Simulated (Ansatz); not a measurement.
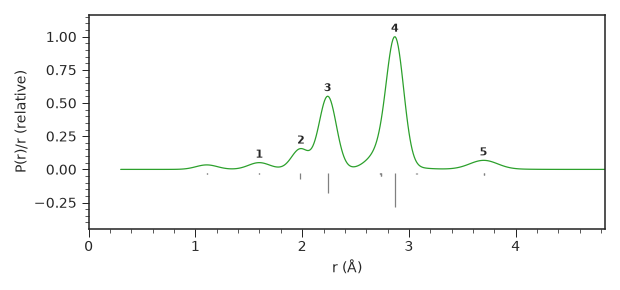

Simulated gas electron diffraction: radial distribution curve of CH4AlI. Each pair of atoms contributes with weight ZᵢZⱼ/r (bars below the curve); damping constant 0.002 Å²; vibrational amplitudes assumed, not computed: 0.05 Å for bonds, 0.078 Å for bonds to H, 0.06 + 0.015 r up to 0.15 Å for other pairs. The geometry is the end point of an optimisation (RKS PBE/def2-SVP (Ansatz)); it may be a saddle point or a higher isomer.

Assign the numbered peaks of the radial distribution curve (– bonded, ··· not bonded).

Peak 1, 1.60 Å: Al–H 1.60 Å (×2)
Peak 2, 1.99 Å: Al–C 1.98 Å
Peak 3, 2.24 Å: I–C 2.24 Å
Peak 4, 2.87 Å: I···H 2.74 Å (×2), I–Al 2.87 Å, not resolved
Peak 5, 3.70 Å: I···H 3.70 Å (×2)
